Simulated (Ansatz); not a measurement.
**C₃H₁₃NSi₂: density, localisation and related maps**

Input

```
crystal:
  periodic: [false, false, false]
  atoms:
    - { symbol: Si, position_ang: [0.0, 0.0, 0.0] }
    - { symbol: H, position_ang: [0.0, 0.0, 1.46] }
    - { symbol: "N", position_ang: [1.7163, 0.0, -0.6061] }
    - { symbol: C, position_ang: [2.4072, -1.273, -0.8567] }
    - { symbol: H, position_ang: [1.7433, -1.947, -1.4373] }
    - { symbol: H, position_ang: [3.3364, -1.083, -1.4334] }
    - { symbol: H, position_ang: [2.6645, -1.7518, 0.1112] }
    - { symbol: C, position_ang: [2.4114, 1.273, -0.8449] }
    - { symbol: H, position_ang: [3.0382, 1.1875, -1.757] }
    - { symbol: H, position_ang: [1.6647, 2.0824, -0.9844] }
    - { symbol: H, position_ang: [3.0569, 1.5118, 0.0259] }
    - { symbol: C, position_ang: [-0.8808, 1.5259, -0.6227] }
    - { symbol: H, position_ang: [-1.9334, 1.2723, -0.8671] }
    - { symbol: H, position_ang: [-0.8624, 2.3106, 0.1622] }
    - { symbol: H, position_ang: [-0.3704, 1.9025, -1.5336] }
    - { symbol: Si, position_ang: [-1.0456, -1.8115, -0.7393] }
    - { symbol: H, position_ang: [-1.7029, -2.4846, 0.3772] }
    - { symbol: H, position_ang: [-2.0454, -1.4265, -1.7311] }
    - { symbol: H, position_ang: [-0.0777, -2.7173, -1.3511] }
basis:
  gaussian: { orbitals: def2-SVP }
hamiltonian:
  xc: hf
relax:
  f_tol: 0.02
  max_steps: 40
output:
  orbitals: {}
```

Launched as:

```sh
ansatz run input.yaml --threads 4 --pin off --max-ram 5120MiB --backend cpu --events-out ev --progress --plain --runs-dir out
```

The fields are those of the run's last geometry, not of the input's.

Theory: RHF/def2-SVP in Ansatz.

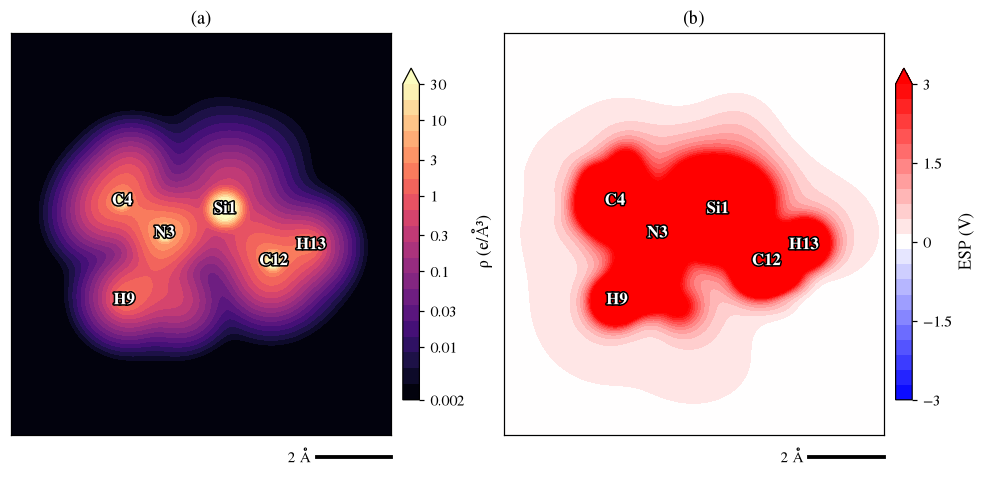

Figure 1. (a) total electron density; (b) molecular electrostatic potential on the plane of atoms N3, Si1 and C12.

Question: What do the fields say about this system?

Answer:
- Atoms in the plane: Si, N, C and H.
- C–N (1.45 Å): ρ at the midpoint is about 2 e/Å³.
- Si–N (1.74 Å): the density is about 1.1 e/Å³ at the midpoint.
- C–Si (1.89 Å): ρ is about 0.98 e/Å³ halfway.
- C–H (1.09 Å): ρ is about 1.9 e/Å³ halfway.
- The potential has no marked negative region in this plane.

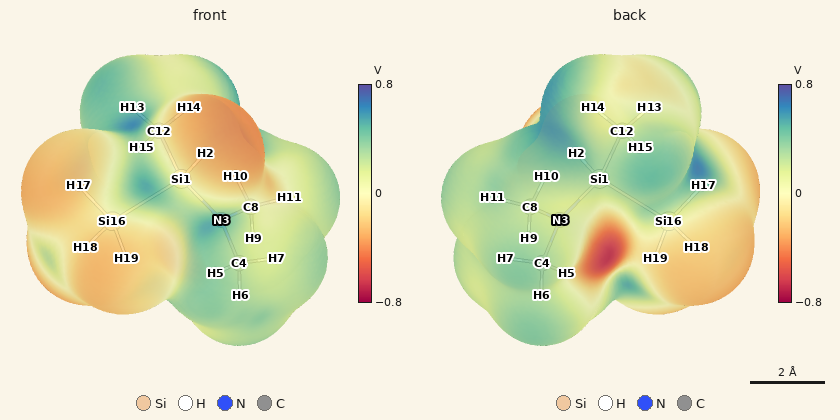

Figure 2. The electrostatic potential painted on the density surface at 0.001 e/bohr³, seen from the front and from behind; red is negative and blue positive.

Question: Where is the surface potential most negative and most positive?

Answer: The most negative region (about −0.6 V) lies over N3, the most positive (about +0.6 V) over Si1, C8 and Si16.

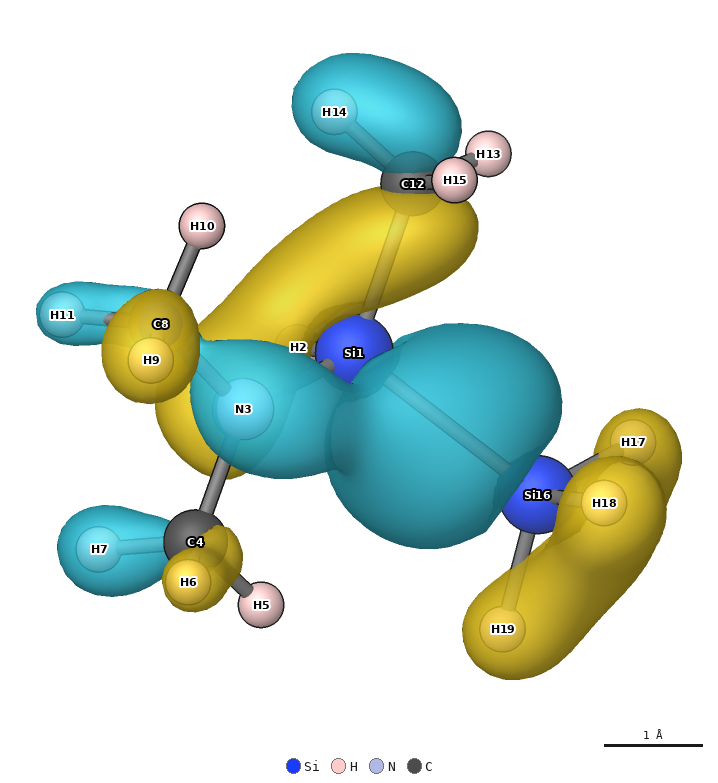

Figure 3. The HOMO−1 at ±0.1 Å⁻³ᐟ² (yellow and cyan are the two phases), seen at an oblique angle.

Question: What is the character of this orbital?

Answer: By Hirshfeld shares it lies mainly on Si16 (about 30 %), Si1 (about 25 %), N3 (about 10 %) and C12 (about 10 %). Its energy is −10.80 eV.
